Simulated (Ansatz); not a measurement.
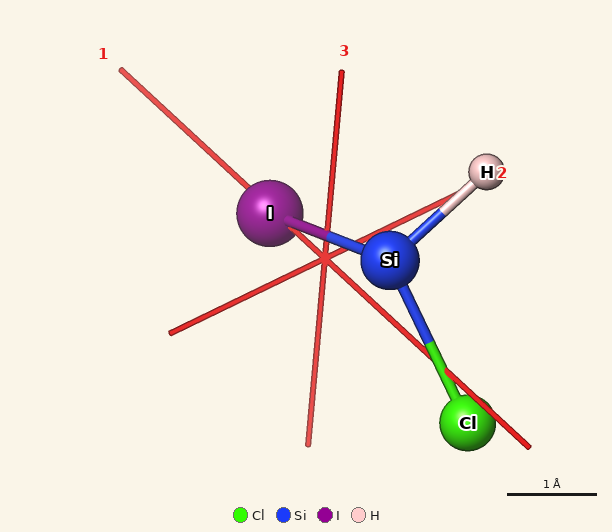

The three principal axes of inertia are drawn and numbered. Distant atoms are faded towards the background colour. State: neutral, doublet. Computed geometry: PBE0-D4/def2-TZVP optimisation. No frequency run is at hand to confirm it as a minimum. Masses are those of the most abundant isotopes; constants are for the rigid equilibrium geometry.

**Which line is the a axis (least moment of inertia), which b and which c?**

a is line 1, b is line 3, c is line 2; the moments are 38.2, 424, 459 u Å².

**Classify the rotor and give the rotational constants (GHz).**

An asymmetric top (C1): A = 13.2, B = 1.19, C = 1.10 GHz. Ray's parameter κ is −0.98, close to the prolate limit.
